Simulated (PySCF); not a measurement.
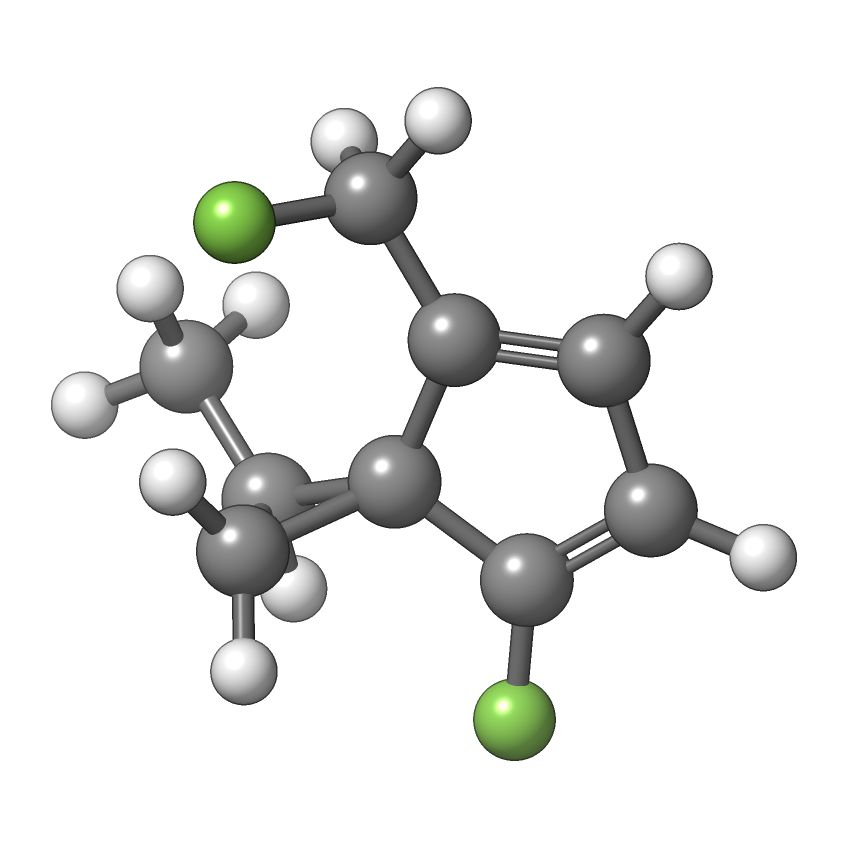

Double and triple bonds are drawn as two and three sticks. Colours: carbon grey, fluorine green, hydrogen white.

**Give the formula.**

C₉H₁₀F₂, 21 atoms: 9 carbon, 10 hydrogen and 2 fluorine.

**Describe its rings.**

Independent rings (smallest set): 1 of 3 members, 1 of 5 members.

**Count the bonded pairs by element.**

10 C–C, 10 C–H, 2 C–F.

More results for the same structure follow; atom numbers are the same in all pictures, views and colours differ. The geometry was computed by an optimisation with PBE0-D3(BJ)/def2-SVP. No frequency run is at hand to confirm it as a minimum.

### Shape

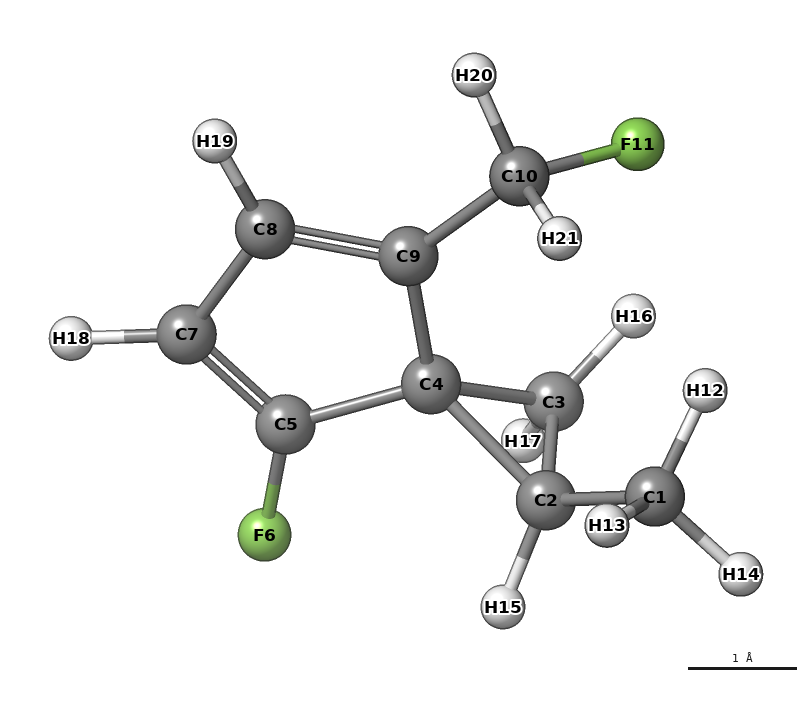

The atoms are numbered. No frequency run is at hand to confirm it as a minimum.

Which atoms are bonded, and how long are the bonds? Leave out bonds to hydrogen.

| bond | length (Å) | order |
| --- | --- | --- |
| C1–C2 | 1.503 | single |
| C2–C3 | 1.478 | single |
| C2–C4 | 1.530 | single |
| C3–C4 | 1.528 | single |
| C4–C5 | 1.470 | single |
| C4–C9 | 1.484 | single |
| C5–F6 | 1.325 | single |
| C5–C7 | 1.349 | double |
| C7–C8 | 1.456 | single |
| C8–C9 | 1.360 | double |
| C9–C10 | 1.483 | single |
| C10–F11 | 1.387 | single |

### NMR shielding

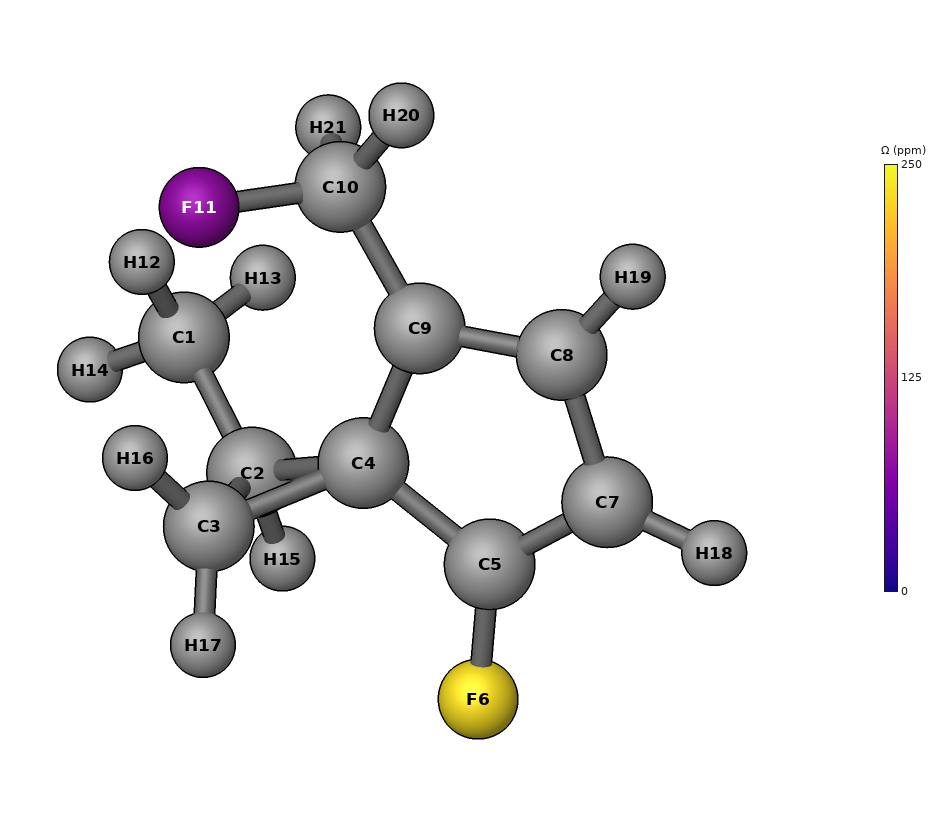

The F atoms are coloured by the span of their shielding tensor. No frequency run is at hand to confirm it as a minimum. Level of theory: GIAO PBE0/pcSseg-1 NMR shielding, non-relativistic, IEF-PCM acetonitrile (PySCF 2.14.0). Principal shieldings σ11 ≤ σ22 ≤ σ33, span Ω = σ33 − σ11, skew κ = 3(σiso − σ22)/Ω.

**Which F atom has the most anisotropic shielding?**

F6, with a span of 235 ppm.

Give the shielding tensors of the F atoms.

```json
{"atom": "F6", "σ11": "208.7", "σ22": "275.1", "σ33": "443.4", "σiso": "309.1", "Ω": "234.8", "κ": "0.43"}
{"atom": "F11", "σ11": "386.4", "σ22": "408.9", "σ33": "461.9", "σiso": "419.1", "Ω": "75.6", "κ": "0.40"}
```

Shieldings and span in ppm.

### Electronic properties

No frequency run is at hand to confirm it as a minimum. Method: PBE0/pcSseg-1 in acetonitrile (IEF-PCM) (PySCF 2.14.0).

**What is the dipole moment?**

1.74 D.

**Give the HOMO energy (Kohn–Sham orbital) at this level.**

−6.22 eV.

**What is the LUMO energy (Kohn–Sham orbital)?**

−0.78 eV.

### Ring current

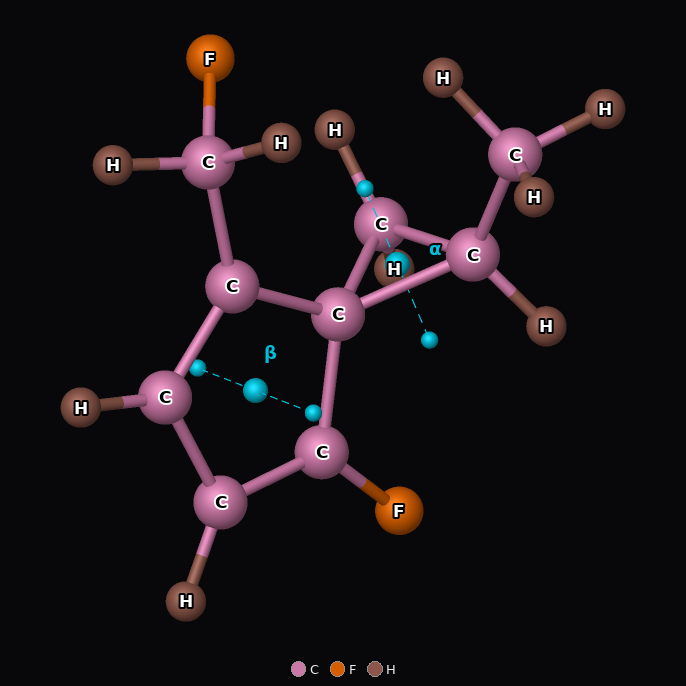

The small points mark where nucleus-independent chemical shifts (NICS) were computed: at the centre of each lettered ring and 1 Å above and below it. No frequency run is at hand to confirm it as a minimum. Level of theory: GIAO PBE0/pcSseg-1 NMR shielding, non-relativistic, IEF-PCM acetonitrile (PySCF 2.14.0).

Give NICS(0), NICS(1) and the out-of-plane component NICS(1)zz for each ring (means of the two sides).

```csv
ring,members,NICS(0),NICS(1),NICS(1)zz
α,C3,−43.2,−7.0,−22.3
β,C5,−5.3,−5.3,−9.9
```

Values in ppm.

### Charges

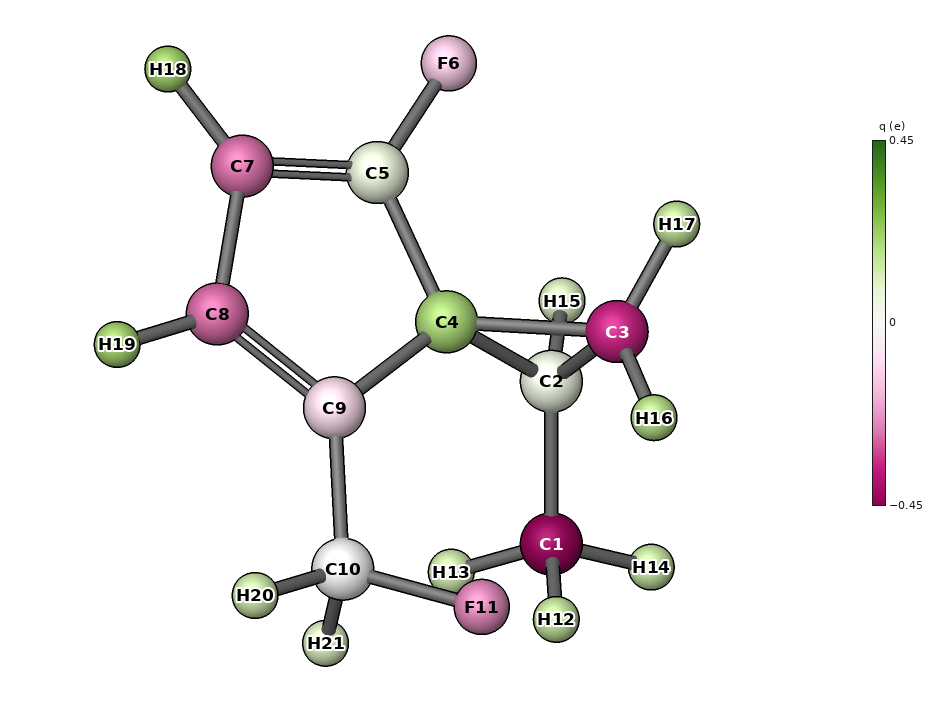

Atoms are coloured by their ESP-fitted charges. No frequency run is at hand to confirm it as a minimum. Method: PBE0/pcSseg-1 in acetonitrile (IEF-PCM) (PySCF 2.14.0).

Give the ESP-fitted charges atom by atom.

| atom | value (e) |
| --- | --- |
| C1 | −0.43 |
| C2 | 0.04 |
| C3 | −0.35 |
| C4 | 0.20 |
| C5 | 0.06 |
| F6 | −0.13 |
| C7 | −0.27 |
| C8 | −0.27 |
| C9 | −0.09 |
| C10 | 0.00 |
| F11 | −0.24 |
| H12 | 0.15 |
| H13 | 0.13 |
| H14 | 0.14 |
| H15 | 0.11 |
| H16 | 0.17 |
| H17 | 0.15 |
| H18 | 0.21 |
| H19 | 0.21 |
| H20 | 0.13 |
| H21 | 0.10 |
